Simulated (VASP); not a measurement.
Given:

```xyz
2
Lattice="0.0000 2.2021 2.2021 2.2021 0.0000 2.2021 2.2021 2.2021 0.0000" Properties=species:S:1:pos:R:3 pbc="T T T"
Nb     0.0000     0.0000     0.0000
N      2.2021     2.2021     2.2021
```

Level of theory: rev-vdW-DF2, VASP's PBE PAW potentials (set 64) (plane waves; VASP). Run with 520 eV cut-off, 16×16×16 Γ-centred mesh, tetrahedra with Blöchl corrections, potentials Nb_sv N.

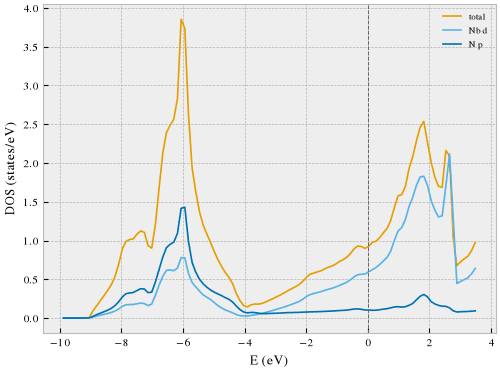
Fig. 1. Total and projected density of states, zero at the Fermi level

Within 2 eV below the Fermi level the largest weight inside VASP's projection spheres is Nb d, then N p.

It has no gap at this level: it comes out as a metal or semimetal.

The compound is NbN in the rock salt structure, the cubic δ form, which competes with hexagonal ones. It was relaxed first. VASP warned that the highest band is occupied, so more bands are needed.
